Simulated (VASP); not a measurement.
Band structure of AuZn (space group Pm-3m). Computed with LDA (Ceperley-Alder, Perdew-Zunger), VASP's LDA PAW potentials (set 64) (plane waves; VASP).

Unless said otherwise, spin-orbit coupling is left out, though it shifts the bands of the heavy elements here.

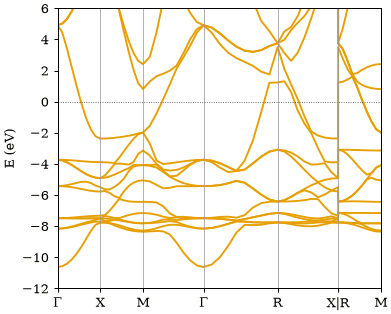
Figure. Bands along high-symmetry lines, zero at the valence-band maximum or, without a gap, the Fermi level

Read the plot: is there a gap, and where are the band edges?

It has no gap at this level: it comes out as a metal or semimetal.

The structure is a typed AuZn crystal (Pm-3m). The cell was not relaxed at this level. The electron count is odd and the run is not spin-polarised, which forces a metal.
